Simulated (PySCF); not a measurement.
Run report: CH8FPSi2, NMR shielding calculation

CH8FPSi2, computed with GIAO PBE/pcSseg-1 NMR shielding, non-relativistic, gas phase (PySCF 2.14.0).

The geometry comes from this level: PBE0-D3(BJ)/def2-SVP. Figures and captions count atoms from 1; the log counts them from 0 in places.

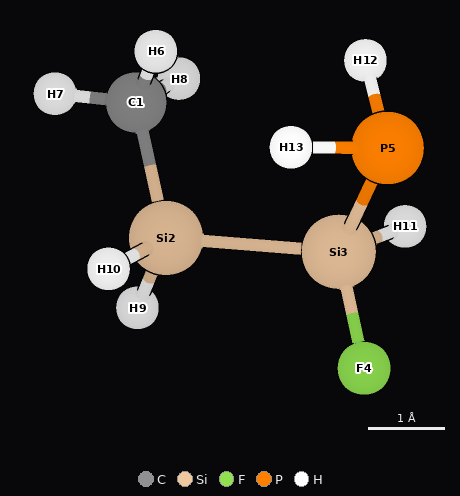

**Figure 1.** The input geometry (ball-and-stick view, seen at a tilt; atoms are numbered from 1 in the order of the input). Bond lengths as drawn: C–H 1.10 Å, C–Si 1.89 Å, F–Si 1.64 Å, H–P 1.43 Å, H–Si 1.50 Å, P–Si 2.26 Å and Si–Si 2.34 Å.

Key numbers:

```csv
quantity,value
outcome,converged
total energy,−1062.504694 hartree
HOMO,−6.34 eV
LUMO,−1.38 eV
dipole moment,2.76 D
"isotropic shielding, C",191.9 ppm
"isotropic shielding, Si",293.2 to 405.9 ppm
"isotropic shielding, F",392.0 ppm
"isotropic shielding, P",549.7 ppm
"isotropic shielding, H",25.0 to 31.3 ppm
hardware,"1 CPU thread, shared host"
wall time,29 s
peak memory,0.93 GiB
```

Input file:
```
{"job": {"kind": "nmr", "xc": "PBE", "basis": "pcSseg-1", "pop": false}, "charge": 0, "multiplicity": 1}
C      1.773172     0.487592     0.433085
Si     0.744478    -0.090712    -1.037095
Si    -1.259286    -1.016875    -0.255299
F     -2.179520    -1.468979    -1.530292
P     -2.465967     0.431019     0.997709
H      1.221598     1.233611     1.025275
H      2.711773     0.948608     0.089660
H      2.028996    -0.355416     1.092561
H      1.505530    -1.084371    -1.857949
H      0.387967     1.069953    -1.913615
H     -1.042894    -2.225513     0.598873
H     -1.448344     0.451198     2.004200
H     -1.970360     1.602298     0.344251
```

The first line tells a small driver script what to run in PySCF; the rest is the geometry in Å.

Launch command:
```bash
OMP_NUM_THREADS=1 python <driver script> task.json out
```

Output:
```
coarse grid: 12008 points
cycle   1  E = -1062.3638102996  dE =  2.846e-02  |g| = 6.958e-01  |ddm| = 3.175e+00
cycle   2  E = -1062.0706873086  dE =  2.931e-01  |g| = 1.457e+00  |ddm| = 2.057e+00
cycle   3  E = -1062.4535456030  dE = -3.829e-01  |g| = 1.740e-01  |ddm| = 1.575e+00
cycle   4  E = -1062.4592610887  dE = -5.715e-03  |g| = 6.561e-02  |ddm| = 2.146e-01
cycle   5  E = -1062.4602651113  dE = -1.004e-03  |g| = 1.102e-02  |ddm| = 7.153e-02
cycle   6  E = -1062.4603025285  dE = -3.742e-05  |g| = 4.470e-03  |ddm| = 2.285e-02
cycle   7  E = -1062.4603076694  dE = -5.141e-06  |g| = 9.355e-04  |ddm| = 7.194e-03
final grid: 101568 points
cycle   8  E = -1062.5046766260  dE = -1.822e-05  |g| = 8.494e-03  |ddm| = 2.641e-02
cycle   9  E = -1062.5046415375  dE =  3.509e-05  |g| = 1.426e-02  |ddm| = 2.005e-02
cycle  10  E = -1062.5046940561  dE = -5.252e-05  |g| = 1.252e-03  |ddm| = 1.378e-02
cycle  11  E = -1062.5046942835  dE = -2.274e-07  |g| = 5.690e-04  |ddm| = 1.777e-03
cycle  12  E = -1062.5046943378  dE = -5.431e-08  |g| = 6.139e-05  |ddm| = 5.211e-04
cycle  13  E = -1062.5046943389  dE = -1.085e-09  |g| = 2.349e-05  |ddm| = 1.302e-04
cycle  14  E = -1062.5046943390  dE = -1.785e-10  |g| = 4.842e-06  |ddm| = 4.232e-05
```

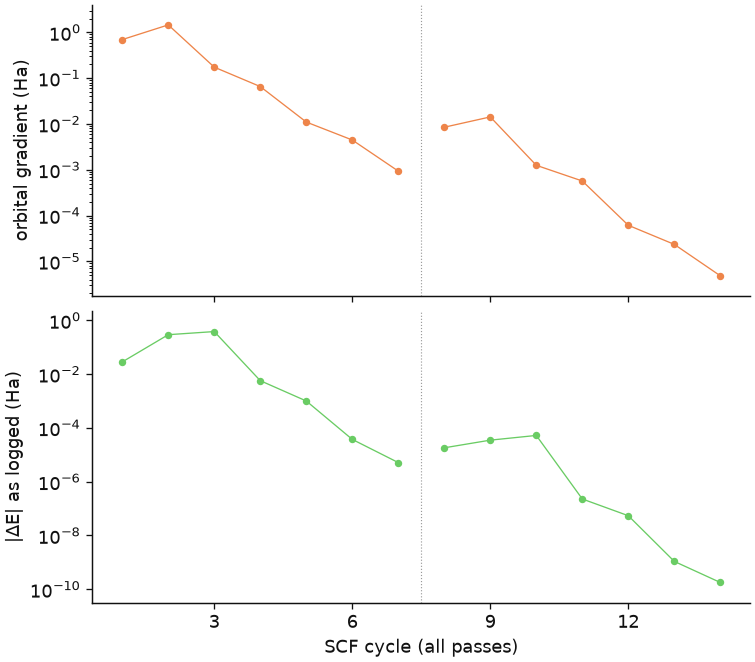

**Figure 2.** Convergence of the self-consistent field: orbital gradient and size of the energy change against the SCF cycle. The dotted line marks the change from a coarse to the final integration grid. The first 7 cycles use a coarse grid, the final grid takes over at cycle 8, and the field converges after 14 cycles in all.

```
converged SCF energy = -1062.5046943390

GIAO shielding tensors (ppm)
atom      isotropic    diamagn.    paramagn.     s11        s22        s33       span
  0 C      191.913     253.542     -61.629    185.816    192.058    197.866     12.050
  1 Si     405.860     882.208    -476.348    386.029    392.869    438.684     52.655
  2 Si     293.229     878.523    -585.295    190.554    276.191    412.940    222.387
  3 F      392.026     465.250     -73.224    346.418    395.193    434.468     88.050
  4 P      549.670     967.598    -417.928    490.642    562.208    596.159    105.518
  5 H       31.250      32.208      -0.959     26.281     30.066     37.402     11.121
  6 H       30.755      28.815       1.939     25.969     27.617     38.678     12.709
  7 H       31.252      31.017       0.234     26.944     28.689     38.123     11.179
  8 H       26.970      29.319      -2.349     23.699     24.973     32.237      8.538
  9 H       27.272      30.102      -2.830     24.599     25.353     31.862      7.263
 10 H       24.965      29.063      -4.098     22.528     24.084     28.283      5.754
 11 H       29.777      31.078      -1.301     25.547     27.657     36.129     10.582
 12 H       29.154      30.976      -1.821     25.212     27.120     35.131      9.919
```

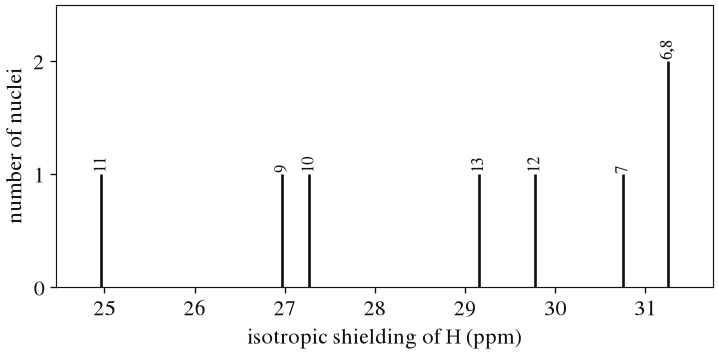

**Figure 3.** Isotropic shieldings of the hydrogen nuclei in this fixed geometry, labelled by atom number; shielding grows to the right, so chemical shift grows to the left. The least shielded is H11 (25.0 ppm), the most shielded H8 (31.3 ppm).
